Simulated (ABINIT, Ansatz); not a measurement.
# KF (Carobbiite): from the cell to the phonon bands

Wanted: phonon bands, density of states and zone-centre response of KF (Carobbiite).

Program: ABINIT 10.8.3. Level of theory: DFT LDA, scalar-relativistic, plane waves, PseudoDojo norm-conserving pseudopotentials. Results are calculated unless marked as measured.

## 1. The starting structure

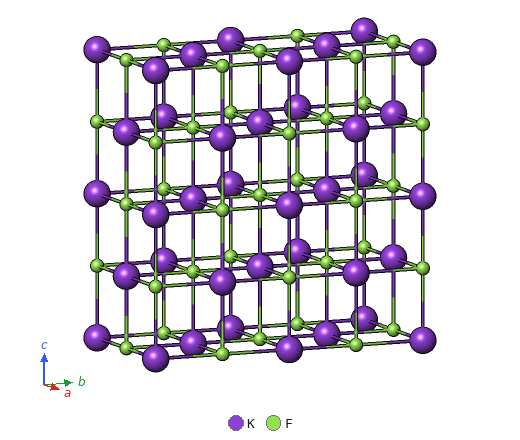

The cell as given, slightly off an axis (potassium purple, fluorine green). 1×2×2 cells are drawn. This picture shows the conventional cell, with its axes. Some periodic images of atoms are drawn too.

## 2. Relaxing the cell and atoms

The harmonic expansion needs vanishing forces, and a free crystal bears no stress, so cell and atoms are brought to rest. Stress is more sensitive to the basis than forces are: the last 3 Ha under the cutoff are smoothed with ecutsm, and the cutoff is raised above that of the later runs.

The starting cell comes from a relaxation made beforehand in Ansatz (LDA, PseudoDojo NC).

Contents of relax.abi:

```
# relaxation
ionmov 2
optcell 2
dilatmx 1.08
ntime 40
tolmxf 1.0d-05
tolvrs 1.0d-14
prtwf 0
prtden 0
chksymtnons 0

# basis, mesh and filling
ecut 42.0
ecutsm 3.0
ngkpt 6 6 6
nshiftk 1
shiftk 0.0 0.0 0.0
istwfk *1
occopt 1
nband 8
nstep 100
diemac 9.0
prtebands 0
prtgsr 0
useylm 1

# cell and atoms
acell 6.893553593 6.893553593 6.893553593
rprim 
    -0.7071067812 0.0 0.7071067812
    0.0 0.7071067812 0.7071067812
    -0.7071067812 0.7071067812 0.0
ntypat 2
znucl 19 9
natom 2
typat 1 2
xred 
    0.0 0.0 0.0
    0.5 0.5 0.5
pp_dirpath "./pseudo"
pseudos "K.upf, F.upf"
```

Started as:

```sh
$ OMP_NUM_THREADS=1 mpirun -n 4 abinit relax.abi > relax.log
```

Numbers of over 12 decimals in the logs are rounded to 6 here.

relax.abo, the main output file:

```text
[banners, grids, parts of the stress and lines that vanish by symmetry left out]
- input  file    -> relax.abi
- output file    -> relax.abo
- root for input  files -> relaxi
[...]
Symmetries : space group Fm -3 m (#225); Bravais cF (face-center cubic)
[...]
mpw =        3812          nfft =       91125          nkpt =          16
[...]
== DATASET  1 ==================================================================
[...]
cutoff_energies: {ecut:  42.0, pawecutdg:  -1.0, }
[...]
ETOT  1  -54.520940139085    -5.452E+01 2.083E-01 3.453E+02
 ETOT  2  -54.580795153821    -5.986E-02 2.773E-04 1.687E+02
 ETOT  3  -54.610648003580    -2.985E-02 4.189E-04 4.200E+01
 ETOT  4  -54.615871078990    -5.223E-03 8.506E-05 4.632E+00
 ETOT  5  -54.616469137575    -5.981E-04 4.667E-06 3.199E-02
[...]
At SCF step   14       vres2   =  3.48E-17 < tolvrs=  1.00E-14 =>converged.
[...]
sigma(1 1)=  5.61062542E-07  sigma(3 2)=  0.00000000E+00
  sigma(2 2)=  5.61062542E-07  sigma(3 1)=  0.00000000E+00
  sigma(3 3)=  5.61062542E-07  sigma(2 1)=  0.00000000E+00
[...]
convergence: {deltae: -1.599E-12, res2:  3.483E-17, residm:  8.235E-20, diffor: null, }
etotal    :  -5.46164752E+01
[...]
ETOT  1  -54.616475180822    -5.462E+01 1.062E-11 3.105E-04
[...]
At SCF step    8       vres2   =  8.03E-15 < tolvrs=  1.00E-14 =>converged.
[...]
sigma(1 1)=  4.85890291E-07  sigma(3 2)=  0.00000000E+00
  sigma(2 2)=  4.85890291E-07  sigma(3 1)=  0.00000000E+00
  sigma(3 3)=  4.85890291E-07  sigma(2 1)=  0.00000000E+00
[...]
convergence: {deltae: -2.110E-12, res2:  8.034E-15, residm:  1.122E-18, diffor: null, }
etotal    :  -5.46164752E+01
[...]
ETOT  1  -54.616473302955    -5.462E+01 2.092E-09 1.295E-02
[...]
ETOT  8  -54.616475245399    -1.762E-12 4.589E-17 3.153E-13
 ETOT  9  -54.616475245399     5.187E-13 3.658E-19 1.887E-15
 At SCF step    9       vres2   =  1.89E-15 < tolvrs=  1.00E-14 =>converged.
[...]
sigma(1 1)= -2.23280325E-10  sigma(3 2)=  0.00000000E+00
  sigma(2 2)= -2.23280327E-10  sigma(3 1)=  0.00000000E+00
  sigma(3 3)= -2.23280326E-10  sigma(2 1)=  0.00000000E+00
[...]
convergence: {deltae:  5.187E-13, res2:  1.887E-15, residm:  3.658E-19, diffor: null, }
etotal    :  -5.46164752E+01
[...]
At Broyd/MD step   3, gradients are converged :
[...]
sigma(1 1)= -2.23280325E-10  sigma(3 2)=  0.00000000E+00
  sigma(2 2)= -2.23280327E-10  sigma(3 1)=  0.00000000E+00
  sigma(3 3)= -2.23280326E-10  sigma(2 1)=  0.00000000E+00
[...]
- sigma(1 1)= -6.56913395E-06  sigma(3 2)=  0.00000000E+00
- sigma(2 2)= -6.56913400E-06  sigma(3 1)=  0.00000000E+00
- sigma(3 3)= -6.56913398E-06  sigma(2 1)=  0.00000000E+00
[...]
fcart     -0.0000000000E+00 -0.0000000000E+00 -0.0000000000E+00
           strten     -2.2328032478E-10 -2.2328032652E-10 -2.2328032565E-10
================================================================================

[key lines of the parts left out:]
pressure_GPa:   6.5691E-06
Total energy (etotal) [Ha]= -5.46164752453987E+01
```

It took 14 s on 4 MPI ranks of Intel Xeon Platinum 8488C (Sapphire Rapids), shared host; 53 s of CPU time.

Little changed from the start: no atom moved by 0.005 Å and no cell edge by 0.1 %.

Read from the output:

| Property | Result |
| --- | --- |
| volume per atom | 17.16 Å³ |
| pressure | 6.57e-6 GPa |

## 3. Self-consistent run for the response

First-order wavefunctions inherit every error of the ground state, hence the very tight tolvrs.

Contents of gs.abi:

```
# ground state
tolvrs 1.0d-16
prtden 1
prtwf 1

# basis, mesh and filling
ecut 34.0
ngkpt 8 8 8
nshiftk 1
shiftk 0.0 0.0 0.0
istwfk *1
occopt 1
nband 8
nstep 100
diemac 9.0
prtebands 0
prtgsr 0
useylm 1

# cell and atoms
acell 6.892687853 6.892687853 6.892687853
rprim 
    -0.7071067812 0.0 0.7071067812
    0.0 0.7071067812 0.7071067812
    -0.7071067812 0.7071067812 0.0
ntypat 2
znucl 19 9
natom 2
typat 1 2
xred 
    0.0 0.0 0.0
    0.5 0.5 0.5
pp_dirpath "./pseudo"
pseudos "K.upf, F.upf"
```

Started as:

```sh
$ OMP_NUM_THREADS=1 mpirun -n 4 abinit gs.abi > gs.log
```

gs.abo, the main output file:

```text
[banners, grids, parts of the stress and lines that vanish by symmetry left out]
- input  file    -> gs.abi
- output file    -> gs.abo
- root for input  files -> gsi
[...]
Symmetries : space group Fm -3 m (#225); Bravais cF (face-center cubic)
[...]
mpw =        2209          nfft =       64000          nkpt =          29
[...]
== DATASET  1 ==================================================================
[...]
cutoff_energies: {ecut:  34.0, pawecutdg:  -1.0, }
[...]
ETOT  1  -54.500499020871    -5.450E+01 2.428E-01 1.872E+02
 ETOT  2  -54.601221175022    -1.007E-01 2.246E-02 4.122E+01
 ETOT  3  -54.609785170042    -8.564E-03 2.192E-04 2.716E+01
 ETOT  4  -54.613888886842    -4.104E-03 9.562E-05 6.996E+00
 ETOT  5  -54.615231811599    -1.343E-03 1.143E-05 9.241E-02
[...]
ETOT 14  -54.615248601702     1.464E-12 7.201E-19 6.897E-15
 ETOT 15  -54.615248601706    -3.695E-12 4.597E-20 5.975E-18
 At SCF step   15       vres2   =  5.97E-18 < tolvrs=  1.00E-16 =>converged.
[...]
sigma(1 1)=  6.25031525E-05  sigma(3 2)=  0.00000000E+00
  sigma(2 2)=  6.25031525E-05  sigma(3 1)=  0.00000000E+00
  sigma(3 3)=  6.25031525E-05  sigma(2 1)=  0.00000000E+00
[...]
convergence: {deltae: -3.695E-12, res2:  5.975E-18, residm:  4.597E-20, diffor: null, }
etotal    :  -5.46152486E+01
[...]
sigma(1 1)=  6.25031525E-05  sigma(3 2)=  0.00000000E+00
  sigma(2 2)=  6.25031525E-05  sigma(3 1)=  0.00000000E+00
  sigma(3 3)=  6.25031525E-05  sigma(2 1)=  0.00000000E+00
[...]
- sigma(1 1)=  1.83890623E+00  sigma(3 2)=  0.00000000E+00
- sigma(2 2)=  1.83890623E+00  sigma(3 1)=  0.00000000E+00
- sigma(3 3)=  1.83890623E+00  sigma(2 1)=  0.00000000E+00
[...]
fcart     -0.0000000000E+00 -0.0000000000E+00 -0.0000000000E+00
           strten      6.2503152503E-05  6.2503152503E-05  6.2503152503E-05
================================================================================

[key lines of the parts left out:]
pressure_GPa:  -1.8389E+00
```

It took 8.1 s on 4 MPI ranks; 32 s of CPU time.

Numbers from this step:

```
pressure : -1.839 GPa
```

The cell stands at -1.8 GPa: the relaxation ran with a smoothed and higher cutoff and on another k mesh.

## 4. The gap at rest

Empty bands on the ground state's density check that the gap assumed so far is there in this cell.

Contents of gap.abi:

```
# empty bands on the ground state's density
iscf -2
getden_filepath "gso_DEN"
tolwfr 1.0d-12
nbdbuf 2
prtwf 0

# basis, mesh and filling
ecut 34.0
ngkpt 8 8 8
nshiftk 1
shiftk 0.0 0.0 0.0
istwfk *1
occopt 1
nband 12
nstep 100
diemac 9.0
prtebands 0
prtgsr 0
useylm 1

# cell and atoms
acell 6.892687853 6.892687853 6.892687853
rprim 
    -0.7071067812 0.0 0.7071067812
    0.0 0.7071067812 0.7071067812
    -0.7071067812 0.7071067812 0.0
ntypat 2
znucl 19 9
natom 2
typat 1 2
xred 
    0.0 0.0 0.0
    0.5 0.5 0.5
pp_dirpath "./pseudo"
pseudos "K.upf, F.upf"
```

Started as:

```sh
$ OMP_NUM_THREADS=1 mpirun -n 4 abinit gap.abi > gap.log
```

gap.abo, the main output file:

```text
[banners, grids, parts of the stress and lines that vanish by symmetry left out]
- input  file    -> gap.abi
- output file    -> gap.abo
- root for input  files -> gapi
[...]
Symmetries : space group Fm -3 m (#225); Bravais cF (face-center cubic)
[...]
mpw =        2209          nfft =       64000          nkpt =          29
[...]
== DATASET  1 ==================================================================
[...]
cutoff_energies: {ecut:  34.0, pawecutdg:  -1.0, }
[...]
-outvars: echo values of variables after computation
            acell      6.8926878530E+00  6.8926878530E+00  6.8926878530E+00 Bohr
================================================================================
```

It took 6.4 s on 4 MPI ranks; 25 s of CPU time.

This step gave:

```
gap on the k-mesh : 6.395 eV
```

In this cell the gap on the mesh is 6.4 eV, direct, so fixed occupations hold.

## 5. Zone-centre response

The derivative of the wavefunctions by k comes first, since the response to a field is built on it; then the field and the displacements that symmetry doesn't supply are solved at q = 0.

It reads the wavefunctions written in step 3.

Contents of dfpt_gamma.abi:

```
ndtset 2

# common to the responses
getwfk_filepath "gso_WFK"
kptopt 2
nqpt 1
qpt 0.0 0.0 0.0
asr 0
chneut 0

# d/dk
rfelfd1 2
rfdir1 1 1 1
iscf1 -3
tolwfr1 1.0d-20

# displacements, field
rfphon2 1
rfatpol2 1 2
rfdir2 1 1 1
rfelfd2 3
getddk2 1
tolvrs2 1.0d-10
prtwf2 0

# basis, mesh and filling
ecut 34.0
ngkpt 8 8 8
nshiftk 1
shiftk 0.0 0.0 0.0
istwfk *1
occopt 1
nband 8
nstep 100
diemac 9.0
prtebands 0
prtgsr 0
useylm 1

# cell and atoms
acell 6.892687853 6.892687853 6.892687853
rprim 
    -0.7071067812 0.0 0.7071067812
    0.0 0.7071067812 0.7071067812
    -0.7071067812 0.7071067812 0.0
ntypat 2
znucl 19 9
natom 2
typat 1 2
xred 
    0.0 0.0 0.0
    0.5 0.5 0.5
pp_dirpath "./pseudo"
pseudos "K.upf, F.upf"
```

Started as:

```sh
$ OMP_NUM_THREADS=1 mpirun -n 4 abinit dfpt_gamma.abi > dfpt_gamma.log
```

dfpt_gamma.abo, the main output file:

```text
[banners, grids, parts of the stress and lines that vanish by symmetry left out]
- input  file    -> dfpt_gamma.abi
- output file    -> dfpt_gamma.abo
- root for input  files -> dfpt_gammai
[...]
DATASET    1 : space group Fm -3 m (#225); Bravais cF (face-center cubic)
[...]
nfft =       64000          nkpt =         260
[...]
DATASET    2 : space group Fm -3 m (#225); Bravais cF (face-center cubic)
[...]
nfft =       64000          nkpt =         260
[...]
== DATASET  1 ==================================================================
[...]
cutoff_energies: {ecut:  34.0, pawecutdg:  -1.0, }
[...]
-  9.00000   7.00000  201202                  znucl, zion, pspdat
[...]
Perturbation : derivative vs k along direction   1
[...]
-ETOT  1  -19.177224254823     -1.918E+01 2.210E-01 0.000E+00
 ETOT  2  -19.249964948599     -7.274E-02 2.101E-03 0.000E+00
 ETOT  3  -19.250590418924     -6.255E-04 1.162E-04 0.000E+00
 ETOT  4  -19.250598573224     -8.154E-06 1.725E-06 0.000E+00
 ETOT  5  -19.250598707298     -1.341E-07 9.187E-08 0.000E+00
[...]
At SCF step   14   max residual=  9.99E-21 < tolwfr=  1.00E-20 =>converged.
[...]
Perturbation : derivative vs k along direction   2
[...]
-ETOT  1  -19.177304573201     -1.918E+01 2.664E-01 0.000E+00
[...]
At SCF step   14   max residual=  9.99E-21 < tolwfr=  1.00E-20 =>converged.
[...]
Perturbation : derivative vs k along direction   3
[...]
-ETOT  1  -19.177224251316     -1.918E+01 2.210E-01 0.000E+00
[...]
At SCF step   14   max residual=  9.99E-21 < tolwfr=  1.00E-20 =>converged.
[...]
1        1       0.7306366646   -0.0000000000
     1        2      -0.3653183323    0.0000000000
     1        3      -0.3653183323    0.0000000000
     2        1      -0.3653183323    0.0000000000
     2        2       0.7306366646    0.0000000000
     2        3       0.3653183323    0.0000000000
     3        1      -0.3653183323    0.0000000000
     3        2       0.3653183323    0.0000000000
     3        3       0.7306366646   -0.0000000000
[...]
== DATASET  2 ==================================================================
[...]
cutoff_energies: {ecut:  34.0, pawecutdg:  -1.0, }
[...]
Perturbation : displacement of atom   1   along direction   1
[...]
-ETOT  1   3.026126     -1.523E+03 4.599E+00 2.554E+02
[...]
At SCF step   11       vres2   =  2.10E-12 < tolvrs=  1.00E-10 =>converged.
[...]
Perturbation : displacement of atom   2   along direction   1
[...]
-ETOT  1   4.133807     -4.593E+03 6.872E+00 1.873E+03
[...]
At SCF step   10       vres2   =  5.39E-12 < tolvrs=  1.00E-10 =>converged.
[...]
Perturbation : homogeneous electric field along direction   1
[...]
-ETOT  1  -22.343538258895     -2.234E+01 4.840E-01 7.678E+03
[...]
ETOT  9  -25.161893238925     -2.679E-12 8.229E-14 1.074E-09
 ETOT 10  -25.161893238926     -3.801E-13 2.559E-15 4.962E-11
 At SCF step   10       vres2   =  4.96E-11 < tolvrs=  1.00E-10 =>converged.
[...]
Dielectric tensor, in cartesian coordinates,
[...]
1    4   1    4         2.0955408303        -0.0000000000
   1    4   2    4        -0.0000000000        -0.0000000000
   1    4   3    4        -0.0000000000        -0.0000000000
   2    4   1    4        -0.0000000000        -0.0000000000
   2    4   2    4         2.0955408303        -0.0000000000
   2    4   3    4        -0.0000000000        -0.0000000000
   3    4   1    4        -0.0000000000        -0.0000000000
   3    4   2    4        -0.0000000000        -0.0000000000
   3    4   3    4         2.0955408303        -0.0000000000
  Effective charges, in cartesian coordinates,
[...]
1    1   1    4         1.1508724518         0.0000000000
   2    1   1    4         0.0000000000         0.0000000000
   3    1   1    4        -0.0000000000         0.0000000000
   1    2   1    4        -1.1500661379         0.0000000000
   2    2   1    4         0.0000000000         0.0000000000
[...]
Effective charges, in cartesian coordinates,
[...]
2    4   1    2         0.0000000000         0.0000000000
   3    4   1    2         0.0000000000         0.0000000000
   1    4   2    2        -0.0000000000         0.0000000000
   2    4   2    2        -1.1500658717         0.0000000000
   3    4   2    2         0.0000000000         0.0000000000
   1    4   3    2         0.0000000000         0.0000000000
   2    4   3    2         0.0000000000         0.0000000000
   3    4   3    2        -1.1500658717         0.0000000000
  Phonon wavevector (reduced coordinates) :  0.00000  0.00000  0.00000
 Phonon energies in Hartree :
[...]
Phonon frequencies in cm-1    :
-  2.270895E+00  2.270895E+00  2.270895E+00  2.109436E+02  2.109436E+02
-  2.109436E+02
  Phonon at Gamma, with non-analyticity in the
[...]
Phonon energies in Hartree :
[...]
Phonon frequencies in cm-1    :
-  2.270895E+00  2.270895E+00  2.272300E+00  2.109436E+02  2.109436E+02
-  3.395927E+02
  Phonon at Gamma, with non-analyticity in the
[...]
Phonon energies in Hartree :
[...]
Phonon frequencies in cm-1    :
-  2.270895E+00  2.270895E+00  2.272300E+00  2.109436E+02  2.109436E+02
-  3.395927E+02
  Phonon at Gamma, with non-analyticity in the
[...]
Phonon energies in Hartree :
[...]
Phonon frequencies in cm-1    :
-  2.270895E+00  2.270895E+00  2.272300E+00  2.109436E+02  2.109436E+02
-  3.395927E+02
[...]
fcart2     0.0000000000E+00  0.0000000000E+00  0.0000000000E+00
           strten2     0.0000000000E+00  0.0000000000E+00  0.0000000000E+00
================================================================================
```

It took 3.1 min on 4 MPI ranks; 12 min of CPU time.

Read from the output:

```yaml
miss_of_the_charge_sum_rule: 8.06e-4 e
largest_acoustic_frequency_at_the_zone_centre_before_the_sum_rule: 2.27 cm⁻¹
highest_optical_zone_centre_mode_no_lo_to_term: 210.9 cm⁻¹
lowest_optical_zone_centre_mode: 210.9 cm⁻¹
mean_high_frequency_dielectric_constant: 2.095
largest_born_charge_in_size_third_of_the_trace: 1.151 e
```

Born charge (rows field, columns displacement), before the sum rule (e), principal values of the symmetric part by kind of site:

| atom | atoms with these values | low | middle | high | mean |
| --- | --- | --- | --- | --- | --- |
| K1 | 1 | 1.15 | 1.15 | 1.15 | 1.15 |
| F2 | 1 | -1.15 | -1.15 | -1.15 | -1.15 |

In full for F2:

```
-1.15  0.00  0.00
 0.00 -1.15  0.00
 0.00  0.00 -1.15
```

High-frequency dielectric tensor:

```
2.10 0.00 0.00
0.00 2.10 0.00
0.00 0.00 2.10
```

The acoustic modes at Γ come out as far as 2.3 cm⁻¹ from zero, where they should vanish, a small numerical error; the Born charges miss their sum rule by 8.1e-4 e, which is good.

(Part 1 of 4 ends here.)

[Host names and launcher messages were left out of these logs when they were recorded.]

[Logs are printed without paths, hosts, clocks, repeated set-up lines and the standing remarks that a program may print on its own settings, such as how far it seeks lower states.]

[Hosts, paths, dates, database ids (printed as entryN), source tags and the programs' standing remarks are cut or masked in the printed files.]
